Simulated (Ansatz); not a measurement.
**A computed series for Ta: response to strain**

Base system: Ta in the bcc (W type) structure (space group Im-3m, No. 229; a = 3.282 Å; relaxed with 0.1 eV smearing). Axes: x, y, z lie along the cube axes.

Strains are applied to the cell and any free atomic positions relax; under biaxial strain the out-of-plane vector relaxes too.

Method: PBEsol/PAW in Ansatz (a first-principles code), spin-orbit coupling left out.

Notes on the quantities. energy relative to the base: free energy F.

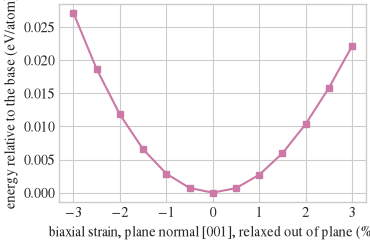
Fig. 1. Energy relative to the base against biaxial strain, plane normal [001], relaxed out of plane

| biaxial strain, plane normal [001], relaxed out of plane (%) | energy relative to the base |
|---|---|
| -3 | +27 meV/atom |
| -2.5 | +19 meV/atom |
| -2 | +12 meV/atom |
| -1.5 | +6.5 meV/atom |
| -1 | +2.9 meV/atom |
| -0.5 | +0.7 meV/atom |
| 0.5 | +0.7 meV/atom |
| 1 | +2.7 meV/atom |
| 1.5 | +6.0 meV/atom |
| 2 | +10 meV/atom |
| 2.5 | +16 meV/atom |
| 3 | +22 meV/atom |

Whether these cells are dynamically stable was not tested. All final runs are without spin polarisation.
